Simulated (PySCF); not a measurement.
Molecule: Mg(F)(Me), SMILES [F][Mg][CH3] (CH3FMg), singlet. Atoms near the plane z = 0.6 Å, at the PBE0/def2-SVP optimised geometry (x, y, z in Å): Mg1 (-0.4, -0.1, 0.0), F2 (-2.1, -0.1, 0.0), C3 (1.7, -0.1, 0.0), H4 (2.1, -0.4, 1.0), H5 (2.1, 0.9, -0.2).

Computed with PBE0/def2-TZVP (PySCF). The values are rescaled to run from 0 to 1.

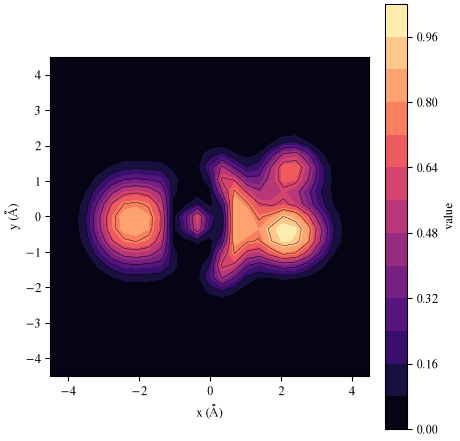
Figure. a field on the plane z = 0.6 Å.

Question: Which quantity is mapped?
A) deformation density (molecule minus spherical neutral atoms)
B) electron localisation function
C) log10 of the electron density
D) an orbital amplitude

Answer: B, electron localisation function
